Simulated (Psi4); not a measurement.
# BLYP/def2-TZVPPD run of BCl (SMILES [B]Cl)

What is the vertical electron affinity of BCl at BLYP/def2-TZVPPD? 

The results are computed with Psi4 1.11.

### 1 The molecule

BCl: 2 atoms, total charge 0, spin state singlet. SMILES: `[B]Cl`. The coordinates come from a PBE0-D4/def2-TZVP relaxation.

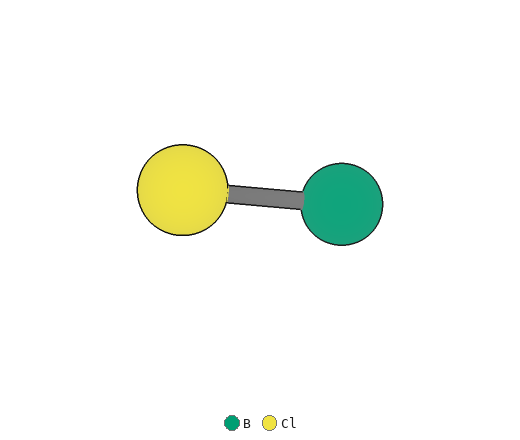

Viewed from a chosen angle; boron teal, chlorine yellow.

### 2 Energy and gradient at BLYP/def2-TZVPPD

bcl.xyz reads:

```xyz
2
BCl
B      0.000000     0.000000    -0.069660
Cl     0.000000     0.000000     1.648190
```

bcl.py reads:

```python
import psi4

psi4.set_memory(2200000000)
psi4.set_num_threads(1)
psi4.core.set_output_file('bcl.out', False)

with open('bcl.xyz') as f:
    atoms = ''.join(f.readlines()[2:])
geom = psi4.geometry('0 1\n' + atoms + 'symmetry c1\nno_reorient\nno_com')

psi4.set_options({
    'basis': 'def2-TZVPPD',
    'puream': True,
    'e_convergence': 1e-09,
    'd_convergence': 1e-08,
    'scf_type': 'pk',
    'dft_radial_points': 99,
    'dft_spherical_points': 590,
})

E, wfn = psi4.gradient('blyp', return_wfn=True)
psi4.oeprop(wfn, 'QUADRUPOLE', 'DIPOLE', 'LOWDIN_CHARGES', title='BLYP')
print('gradient / Eh bohr^-1')
print(E.np.round(6))
print(f'energy = {wfn.energy():.10f} Eh')
```

Command:

```sh
$ python bcl.py
```

bcl.out:

```text
[...]
  Running in c1 symmetry.
[...]
  Nuclear repulsion =   26.183929276100940
[...]
  Multiplicity = 1
[...]
  Nalpha       = 11
  Nbeta        = 11
[...]
    Number of basis functions: 88
[...]
   @RKS iter   1:  -484.91067170981881   -1.53766e-01   4.66362e-03 ADIIS/DIIS
[...]
   @RKS iter  10:  -484.99469009078888   -5.68434e-13   2.11102e-09 DIIS
[...]
    Orbital Energies [Eh]
    ---------------------
    Doubly Occupied:
       1A   -100.772465     2A     -9.222876     3A     -7.048706
       4A     -7.046122     5A     -7.046122     6A     -6.632010
       7A     -0.810428     8A     -0.461725     9A     -0.350206
      10A     -0.350206    11A     -0.226546
[...]
  @RKS Final Energy:  -484.99469009078888
   => Energetics <=
    Nuclear Repulsion Energy =             26.1839292761009403
    One-Electron Energy =                -719.4721110362714853
    Two-Electron Energy =                 240.4842192719835907
    DFT Exchange-Correlation Energy =     -32.1907276026019034
    Empirical Dispersion Energy =           0.0000000000000000
    VV10 Nonlocal Energy =                  0.0000000000000000
    Total Energy =                       -484.9946900907888789
[...]
  -Total Gradient:
     Atom            X                  Y                   Z
    ------   -----------------  -----------------  -----------------
       1       -0.000000000056    -0.000000001121     0.007511363045
       2        0.000000000055     0.000000001121    -0.007510374829
[...]
 Multipole Moments:
 ------------------------------------------------------------------------------------
     Multipole            Electronic (a.u.)      Nuclear  (a.u.)        Total (a.u.)
 ------------------------------------------------------------------------------------
 L = 1.  Multiply by 2.5417464519 to convert [e a0] to [Debye]
 Dipole X            :         -0.0000000            0.0000000           -0.0000000
 Dipole Y            :         -0.0000002            0.0000000           -0.0000002
 Dipole Z            :        -51.6320851           52.2904793            0.6583943
 Magnitude           :                                                    0.6583943
 L = 2.  Multiply by 1.3450342976 to convert [e a0^2] to [Debye ang]
 Quadrupole XX       :        -13.9075527            0.0000000          -13.9075527
 Quadrupole XY       :          0.0000000            0.0000000            0.0000000
[...]
```

The script printed:

```text
gradient / Eh bohr^-1
[[-0.       -0.        0.007511]
 [ 0.        0.       -0.00751 ]]
energy = -484.9946900908 Eh
```

Wall time 23 s (1 thread of Intel Xeon at 2.50GHz (Skylake/Cascade Lake), shared host); peak memory 0.58 GiB.

### 3 The doublet anion, same level

bcl.dat reads:

```
memory 2.2 GB

molecule {
  -1 2
  B
  Cl 1 R2

  R2 = 1.71785
  units angstrom
  symmetry c1
}

set basis def2-TZVPPD
set reference uks
set puream true
set e_convergence 1e-09
set d_convergence 1e-08
set scf_type pk
set dft_radial_points 99
set dft_spherical_points 590
set maxiter 100

result, w = gradient("blyp", return_wfn=True)
oeprop(w, "QUADRUPOLE", "MULLIKEN_CHARGES", "WIBERG_LOWDIN_INDICES", title="BLYP")
```

Command:

```sh
$ psi4 bcl.dat bcl.out -n 1
```

bcl.out, shortened:

```text
[...]
  Running in c1 symmetry.
[...]
  Nuclear repulsion =   26.183929276100937
[...]
  Multiplicity = 2
[...]
  Nalpha       = 12
  Nbeta        = 11
[...]
    Number of basis functions: 88
[...]
   @UKS iter   1:  -484.72080679085195    3.61004e-02   7.10288e-03 ADIIS/DIIS
[...]
   @UKS iter  12:  -484.98354790638444   -4.61569e-11   5.54304e-09 DIIS
[...]
   @S^2 Observed:                7.553328555E-01
[...]
  @UKS Final Energy:  -484.98354790638444
   => Energetics <=
    Nuclear Repulsion Energy =             26.1839292761009368
    One-Electron Energy =                -724.9216124198442230
    Two-Electron Energy =                 246.1643717784711498
    DFT Exchange-Correlation Energy =     -32.4102365411122761
    Empirical Dispersion Energy =           0.0000000000000000
    VV10 Nonlocal Energy =                  0.0000000000000000
    Total Energy =                       -484.9835479063844446
[...]
  -Total Gradient:
     Atom            X                  Y                   Z
    ------   -----------------  -----------------  -----------------
       1       -0.000000000006     0.000000000351     0.050508060125
       2        0.000000000006    -0.000000000351    -0.050507234295
[...]
 Multipole Moments:
 ------------------------------------------------------------------------------------
     Multipole            Electronic (a.u.)      Nuclear  (a.u.)        Total (a.u.)
 ------------------------------------------------------------------------------------
 L = 1.  Multiply by 2.5417464519 to convert [e a0] to [Debye]
 Dipole X            :         -0.0000000            0.0000000           -0.0000000
 Dipole Y            :          0.0000001            0.0000000            0.0000001
 Dipole Z            :          1.5044232            0.8694190            2.3738422
 Magnitude           :                                                    2.3738422
 L = 2.  Multiply by 1.3450342976 to convert [e a0^2] to [Debye ang]
 Quadrupole XX       :        -21.1940095            0.0000000          -21.1940095
 Quadrupole XY       :          0.0829023            0.0000000            0.0829023
[...]
  Mulliken Charges: (a.u.)
   Center  Symbol    Alpha    Beta     Spin     Total
[...]
```

Run time: 29 s. Hardware: 1 thread of Intel Xeon at 2.50GHz (Skylake/Cascade Lake), shared host; peak memory 0.58 GiB.

### 4 What came out

Level: BLYP/def2-TZVPPD.

```
                                         quantity          value
                        singlet BCl: total energy  -484.99469 Eh
                       singlet BCl: dipole moment         1.67 D
                         singlet BCl: HOMO energy       -6.16 eV
                         singlet BCl: LUMO energy       -2.83 eV
                       singlet BCl: HOMO–LUMO gap        3.34 eV
            singlet BCl: largest force on an atom     0.386 eV/Å
                      doublet anion: total energy  -484.98355 Eh
doublet anion: HOMO energy (highest over α and β)        3.27 eV
 doublet anion: LUMO energy (lowest over α and β)        3.40 eV
                              doublet anion: ⟨S²⟩          0.755
          doublet anion: largest force on an atom     2.597 eV/Å
vertical electron affinity (to the doublet anion)      -0.303 eV
```

What this shows: The anion lies 0.30 eV (7.0 kcal/mol) above the neutral: the electron isn't bound at this level, and such a value depends on the basis. The largest force (singlet BCl) is 0.39 eV/Å: the shape isn't a stationary point for this species at this level. The HOMO (doublet anion) lies at positive energy, 3.27 eV, as semi-local functionals often give for anions; only total energies tell whether the electron is bound.
